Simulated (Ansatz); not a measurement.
# Ge (diamond structure), cut as [110] fin, 1.15 nm along [001] by 0.81 nm along [1-10], dimers on {100} faces

Calculation: PBE (plane waves to 420 eV, PAW; Ansatz, an electronic-structure program).

k-points: Γ-centred 1×1×3 mesh; occupations: Fermi-Dirac, 0.020 eV; spin polarisation not allowed. Spin-orbit coupling is left out.

 The relaxation kept the symmetry of its start, so a lower minimum of less symmetry isn't excluded. The period along the axis is held at the bulk value.

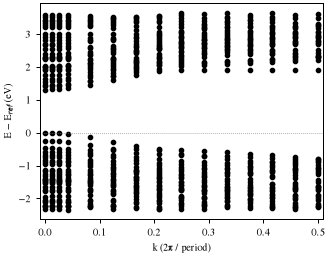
Fig. 1. Levels along the axis at 15 k-points, drawn as points, zero at the top of the valence band

Electronic character: not metallic; Kohn-Sham band gap: 1.31 eV. Only levels within the plotted window are shown.
